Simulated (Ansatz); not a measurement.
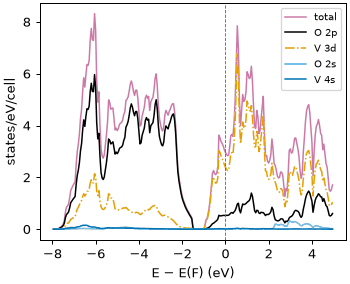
*Total and projected density of states of VO2 (rutile, P4_2/mnm), DFT-PBE in the program Ansatz with PAW potentials*

Task: Which orbitals carry the states next to the Fermi level?

Result: Within 0.5 eV of the Fermi level: V 3d 82 %, O 2p 16 %. Projections are on Löwdin-orthogonalised atomic valence shells; empty p or d shells of many metals are not among them.

Task: Where is the tallest occupied peak in this window, and what makes it?

Result: Near -6.0 eV, about 8.3 states/eV per cell; the largest projected share is O 2p.

This is a known high-temperature phase of the composition, computed here at zero pressure and temperature. The cell was relaxed with PBE under the symmetry of its start; its stability against distortions is not shown here. Spin order of the final state: ferromagnetic, chosen from 5 collinear starts compared on coarse meshes (ties went to the first, and starts can fall back to one state), not a proven ground state. No Hubbard U is applied. The compound may be a true metal, but semilocal functionals without U, or a wrong spin order, can also close a gap.

Potentials: the later of the program's two PAW sets.
